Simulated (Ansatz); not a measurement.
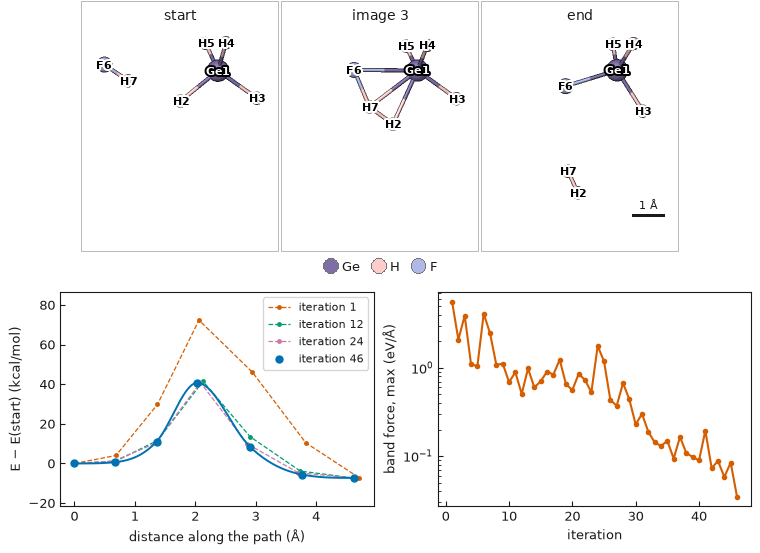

NEB run on GeH₅F. Images are numbered from 0 (start) to 6 (end). The plot follows the band through its iterations. A ball-and-stick model, seen at a tilt.

Method: RKS PBE0-D4/def2-mTZVP in Ansatz.

Input
```yaml
crystal:
  periodic: [false, false, false]
  atoms:
    - { symbol: Ge, position_ang: [0.316923, 3.1e-05, -0.228969] }
    - { symbol: H, position_ang: [-0.040496, 0.000132, 1.276764] }
    - { symbol: H, position_ang: [1.844963, -5.6e-05, -0.339956] }
    - { symbol: H, position_ang: [-0.27638, 1.260155, -0.866421] }
    - { symbol: H, position_ang: [-0.276537, -1.260074, -0.866314] }
    - { symbol: F, position_ang: [-2.690235, 1.4e-05, 1.921739] }
    - { symbol: H, position_ang: [-1.764539, -0.000202, 1.836257] }
basis:
  gaussian: { orbitals: def2-mTZVP }
hamiltonian:
  xc: pbe0
  dispersion: d4
neb:
  order_check: false
  images: 5
  f_tol: 0.05
  max_iterations: 60
  max_displacement: 0.5
  optimiser: lbfgs
  final_atoms:
    - { symbol: Ge, position_ang: [-0.28721318, 1.6e-05, -0.72929903] }
    - { symbol: H, position_ang: [-0.28255194, -5.252e-05, 3.33051843] }
    - { symbol: H, position_ang: [0.91282241, -2.986e-05, 0.22463089] }
    - { symbol: H, position_ang: [-0.35876548, 1.27465751, -1.57914861] }
    - { symbol: H, position_ang: [-0.3588296, -1.27459749, -1.57918754] }
    - { symbol: F, position_ang: [-1.71676942, 3.614e-05, 0.2752931] }
    - { symbol: H, position_ang: [-0.79499379, -2.979e-05, 2.79029276] }
  initial_path:
    images:
      - { positions_ang: [[0.316923, 3.1e-05, -0.228969], [-0.040496, 0.000132, 1.276764], [1.844963, -5.6e-05, -0.339956], [-0.27638, 1.260155, -0.866421], [-0.276537, -1.260074, -0.866314], [-2.690235, 1.4e-05, 1.921739], [-1.764539, -0.000202, 1.836257]] }
      - { positions_ang: [[0.21799348, 1.9e-05, -0.14517053], [-0.05388796, 8.521e-05, 1.49109278], [1.73232977, -4.541e-05, -0.36513732], [-0.41139754, 1.26170533, -0.75487208], [-0.41151374, -1.26164734, -0.75480285], [-2.42327064, 1.594e-05, 1.46321099], [-1.53655437, -0.00013273, 1.79877901]] }
      - { positions_ang: [[0.11906395, 7.01e-06, -0.06137206], [-0.06727992, 3.842e-05, 1.70542156], [1.61969654, -3.482e-05, -0.39031864], [-0.54641508, 1.26325566, -0.64332315], [-0.54649047, -1.26322067, -0.6432917], [-2.15630627, 1.787e-05, 1.00468298], [-1.30856974, -6.347e-05, 1.76130102]] }
      - { positions_ang: [[0.02013443, -4.99e-06, 0.02242641], [-0.08067189, -8.36e-06, 1.91975034], [1.50706331, -2.423e-05, -0.41549996], [-0.68143262, 1.26480599, -0.53177423], [-0.68146721, -1.26479401, -0.53178056], [-1.88934191, 1.981e-05, 0.54615497], [-1.08058511, 5.8e-06, 1.72382303]] }
      - { positions_ang: [[-0.08231477, 2.01e-06, -0.22814874], [-0.14796524, -2.308e-05, 2.39000637], [1.30898301, -2.611e-05, -0.20212301], [-0.57387691, 1.26808983, -0.88089902], [-0.57392134, -1.26806184, -0.88091622], [-1.83181775, 2.525e-05, 0.45586768], [-0.98538801, -6.06e-06, 2.07931294]] }
      - { positions_ang: [[-0.18476398, 9.0e-06, -0.47872388], [-0.21525859, -3.78e-05, 2.8602624], [1.11090271, -2.798e-05, 0.01125394], [-0.46632119, 1.27137367, -1.23002381], [-0.46637547, -1.27132966, -1.23005188], [-1.77429358, 3.07e-05, 0.36558039], [-0.8901909, -1.793e-05, 2.43480285]] }
      - { positions_ang: [[-0.28721318, 1.6e-05, -0.72929903], [-0.28255194, -5.252e-05, 3.33051843], [0.91282241, -2.986e-05, 0.22463089], [-0.35876548, 1.27465751, -1.57914861], [-0.3588296, -1.27459749, -1.57918754], [-1.71676942, 3.614e-05, 0.2752931], [-0.79499379, -2.979e-05, 2.79029276]] }
```

Launched with:
```bash
ansatz run input.yaml --threads 1 --pin off --max-ram 2048MiB --backend cpu --events-out ev --progress --plain --runs-dir out
```

How did the profile develop, and is the result final?

The run is converged, with reservations. The band converged in 46 iterations. The largest component of the band force went from 5.7 to 0.035 eV/Å. The climbing image converged on the top of the path. Its curvatures weren't checked. The step length is far from the usual. The first iteration put the highest image at 72.3 kcal/mol. The energy climbs by 40.7 kcal/mol to image 3 and then falls by 48.0 kcal/mol, so the end point sits at −7.3 kcal/mol.

Cost: 7.2 min on 1 thread of Intel(R) Xeon(R) Processor @ 2.70GHz, on a shared host, peak memory 0.14 GiB.
